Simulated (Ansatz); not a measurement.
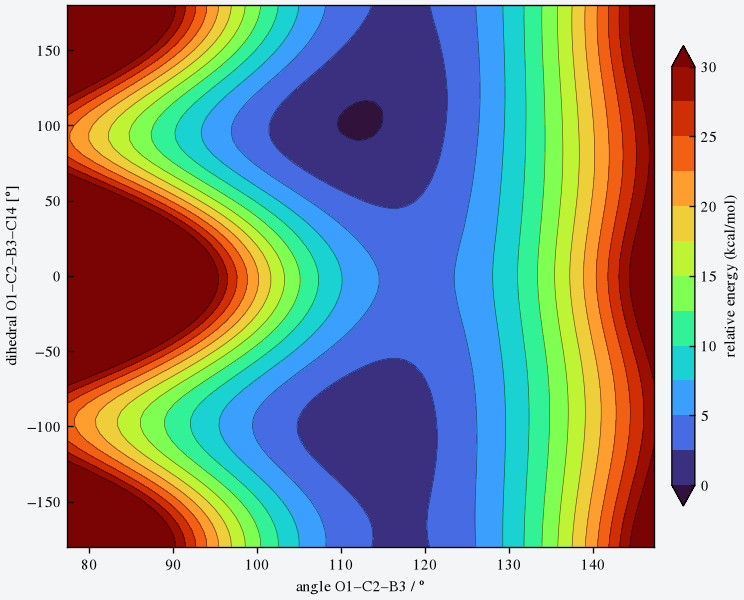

CH2BClO, SMILES O=CBCl. The first coordinate is: angle O1–C2–B3; the second: dihedral O1–C2–B3–Cl4. Nothing is relaxed (all other coordinates rigid). The grid has 13 × 12 points. Points are written as (first, second). Energies are in kcal/mol, from the lowest grid point. The calculation used RKS PBE-D4/def2-TZVP (Ansatz 0.2.0).

In the figure: filled contours, one colour for all values above the top of the scale. Between grid points the surface is interpolated.

The lowest grid point is at (112.3°, 90°). A higher local minimum lies near (112.3°, −90°) (1.0 kcal/mol above the lowest at that grid point). The highest grid point, (77.3°, 0°), lies 98.3 kcal/mol above the lowest. On the interpolated surface the easiest way out of the lowest well to the well at about (114°, −105°) passes a barrier of about 2.3 kcal/mol, counted from the interpolated bottom of the well. Round the minimum the valley is somewhat tilted: raising angle O1–C2–B3 shifts the best value of dihedral O1–C2–B3–Cl4 upwards (coupling k₁₂/√(k₁₁k₂₂) about −0.2).

The system is changed to CH2BFO, SMILES O=CBF; the new grid has 15 × 15 points, laid about the new relaxed structure.

Q: What will the new map look like?

A: The minimum (interpolated where it lies between grid points) moves from about (112°, 105°) to about (113°, 105°). The easiest pass out of the lowest well goes from about 2.3 to about 1.4 kcal/mol on the interpolated surfaces. The curvature at the minimum changes by less than a tenth (about 7.2) eV/rad² along angle O1–C2–B3 and from about 0.3 to 0.2 eV/rad² along dihedral O1–C2–B3–Cl4.

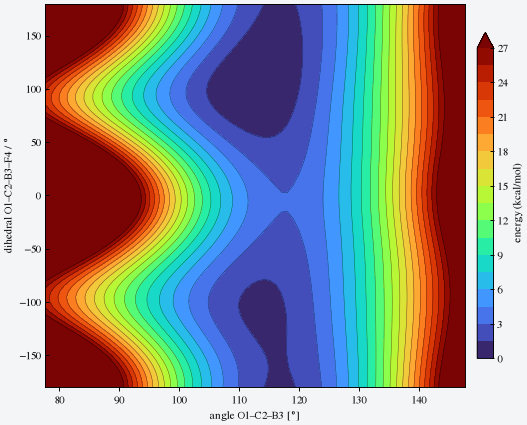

The map after the change, on a colour scale of its own. Drawn: filled contours, one colour for all values above the top of the scale. Between grid points the surface is interpolated.
